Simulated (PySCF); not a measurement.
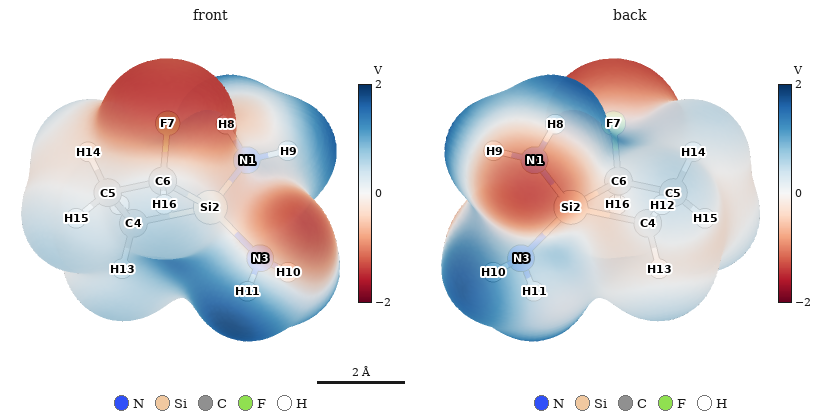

Figure. C3H9FN2Si. The electrostatic potential painted on the density surface at 0.002 e/bohr³, seen from the front and from behind; the colour scale runs from red (negative) to blue (positive).

Geometry: GFN2-xTB.

These are results of PBE0/pcSseg-1, SCF density, gas phase, non-relativistic in PySCF 2.14.0, not measurements.

```xyz
16

N     1.2407    1.7428   -0.4214
Si    0.6889    0.1638   -0.0189
N     2.0892   -0.7080    0.4756
C    -0.6655   -0.5007   -1.2006
C    -1.7218   -0.4688   -0.0767
C    -0.8370   -0.1301    1.1348
F    -1.3140    0.9760    1.8312
H     0.5446    2.4435   -0.6209
H     1.9653    2.1380    0.1565
H     2.9360   -0.5612   -0.0479
H     1.9964   -1.6800    0.7197
H    -0.9361    0.1091   -2.0585
H    -0.4963   -1.5108   -1.5682
H    -2.4440    0.3314   -0.2306
H    -2.2659   -1.4050    0.0377
H    -0.7882   -0.9312    1.8768
```

Describe the electrostatic potential map.

Answer. The most negative region (about −1.4 V) lies over F7, the most positive (about +1.7 V) over H11.

What dipole moment does the calculation give?

Answer. Its dipole moment is 2.20 D.
